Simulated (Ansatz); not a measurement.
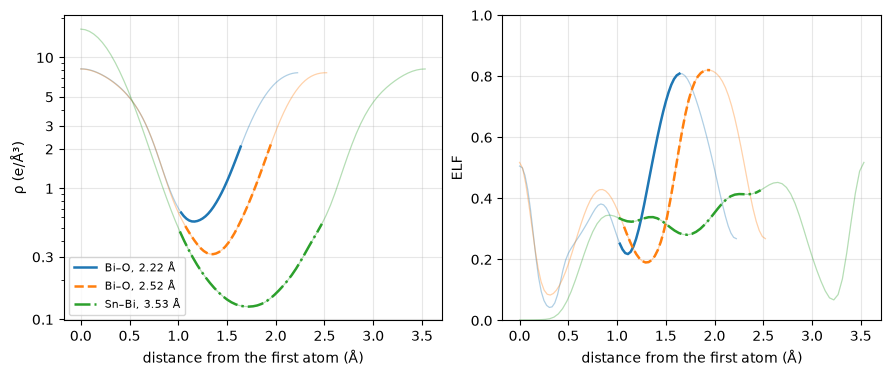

*SnBi5O2. Valence charge density (pseudo) and ELF along straight lines between neighbouring atoms. Thin, pale parts lie inside the atomic spheres.*

Space group P6mm; a generated structure, not necessarily the stable one; computed without spin polarisation.

Computed with DFT PBE, scalar-relativistic, plane waves, PAW (Ansatz 0.2.0).

In a PAW calculation such maps are meaningful between the atoms, not at the nuclei.

```
Sn Bi O
1.0
     6.40044    0.00000    0.00000
    -3.20022    5.54295    0.00000
     0.00000    0.00000    7.02327
Sn Bi O
1 5 2
Direct
  0.00000 0.00000 0.70388
  0.33333 0.66667 0.47807
  0.66667 0.33333 0.47807
  0.50000 0.00000 0.91701
  0.00000 0.50000 0.91701
  0.50000 0.50000 0.91701
  0.33333 0.66667 0.16142
  0.66667 0.33333 0.16142
```

**What can be read from the curves?**

Bi–O (2.22 Å): ρ is about 0.57 e/Å³ halfway; the ELF peaks at about 0.80 in the valence shell of O, 0.6 Å from its nucleus, and drops to about 0.20 between the two atoms (no localised pair shows between them).
Bi–O (2.52 Å): the density is about 0.33 e/Å³ at the midpoint; the ELF is about 0.20 at the midpoint; no localised pair shows between them.
Sn–Bi (3.53 Å): the density is about 0.13 e/Å³ at the midpoint; the ELF is about 0.30 at the midpoint (no shared electron pair shows on this line).
